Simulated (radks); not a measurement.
**Polarisabilities and dispersion coefficients of Be, B⁺, C²⁺ and others**

Aim: static dipole polarisabilities and C6 coefficients, each species in its NIST ground configuration. After each ground state the linear response is solved; its values go to the run's result record, not to the log. Response by self-consistent Sternheimer equations with the Hartree and adiabatic LDA kernel, the relativistic mass of each level held fixed and spin-orbit coupling left out.

Method: scalar-relativistic Kohn-Sham, LB94 model potential, spin-unpolarised, spherical densities, finite nucleus. Code: radks (a radial shooting solver on a logarithmic mesh, Libxc functionals) version 1.

## (1) What is computed

| Quantity | Value |
| --- | --- |
| species | Be ([He] 2s2), B⁺ ([He] 2s2), C²⁺ ([He] 2s2), N³⁺ ([He] 2s2), O⁴⁺ ([He] 2s2), F⁵⁺ ([He] 2s2), Ne⁶⁺ ([He] 2s2), Mg⁸⁺ ([He] 2s2) |

LB94 adds a gradient term to the LDA potential that gives it a −1/r tail. It is a model potential with no energy functional, so Etot and Exc are not given.

## (2) Be, [He] 2s2

Settings of this run:

```text
Z 4
configuration [He] 2s2
relativity scalar-relativistic
functional lda,pw
model_potential LB94
spin unpolarised
nucleus finite rms 2.519 fm
c 137.035999084
response adiabatic LDA kernel
```

## (3) B⁺, [He] 2s2

Settings of this run:

```text
Z 5
configuration [He] 2s2
relativity scalar-relativistic
functional lda,pw
model_potential LB94
spin unpolarised
nucleus finite rms 2.406 fm
c 137.035999084
response adiabatic LDA kernel
```

## (4) C²⁺, [He] 2s2

Settings of this run:

```text
Z 6
configuration [He] 2s2
relativity scalar-relativistic
functional lda,pw
model_potential LB94
spin unpolarised
nucleus finite rms 2.4702 fm
c 137.035999084
response adiabatic LDA kernel
```

## (5) N³⁺, [He] 2s2

Settings of this run:

```text
Z 7
configuration [He] 2s2
relativity scalar-relativistic
functional lda,pw
model_potential LB94
spin unpolarised
nucleus finite rms 2.5582 fm
c 137.035999084
response adiabatic LDA kernel
```

## (6) O⁴⁺, [He] 2s2

Settings of this run:

```text
Z 8
configuration [He] 2s2
relativity scalar-relativistic
functional lda,pw
model_potential LB94
spin unpolarised
nucleus finite rms 2.6991 fm
c 137.035999084
response adiabatic LDA kernel
```

## (7) F⁵⁺, [He] 2s2

Settings of this run:

```text
Z 9
configuration [He] 2s2
relativity scalar-relativistic
functional lda,pw
model_potential LB94
spin unpolarised
nucleus finite rms 2.8976 fm
c 137.035999084
response adiabatic LDA kernel
```

## (8) Ne⁶⁺, [He] 2s2

Settings of this run:

```text
Z 10
configuration [He] 2s2
relativity scalar-relativistic
functional lda,pw
model_potential LB94
spin unpolarised
nucleus finite rms 3.0055 fm
c 137.035999084
response adiabatic LDA kernel
```

## (9) Mg⁸⁺, [He] 2s2

Settings of this run:

```text
Z 12
configuration [He] 2s2
relativity scalar-relativistic
functional lda,pw
model_potential LB94
spin unpolarised
nucleus finite rms 3.057 fm
c 137.035999084
response adiabatic LDA kernel
```

What does the calculation give? Wanted: for each run, species; −ε(HOMO); α; α uncoupled; C6; C8; recommended α.

The runs gave:

```csv
species,−ε(HOMO) (eV),α (bohr³),α uncoupled (bohr³),C6 (hartree bohr⁶),C8 (hartree bohr⁸),recommended α (bohr³)
Be,8.722,42.85,81.52,250.1,12408,37.74
B⁺,24.072,10.92,21.28,28.81,539.3,-
C²⁺,46.328,4.347,8.510,6.483,61.15,-
N³⁺,75.437,2.160,4.227,2.057,11.35,-
O⁴⁺,111.38,1.227,2.397,0.8069,2.857,-
F⁵⁺,154.17,0.7628,1.486,0.3660,0.8863,-
Ne⁶⁺,203.80,0.5058,0.9824,0.1845,0.3202,-
Mg⁸⁺,323.63,0.2547,0.4912,0.05866,0.05790,-
```

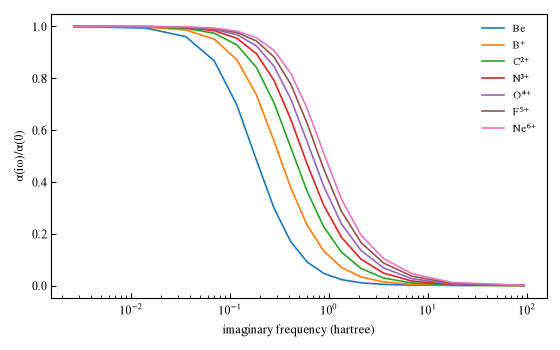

Polarisability at imaginary frequency, each scaled by its static value.

Uncoupled leaves out the potential induced by the response; C6 and C8 are for like pairs. Be is the most polarisable and Mg⁸⁺ the least, a factor 168 apart. For the pair Be–Mg⁸⁺ the Casimir-Polder integral gives C6 = 2.627, the rule 2·Ca·Cb/(Ca·αb/αa + Cb·αa/αb) on the like-pair values 2.584. Against the recommended values (Schwerdtfeger and Nagle, 2023 table) the misses are Be +14 %. C8 is given only where no p, d or f shell is open.
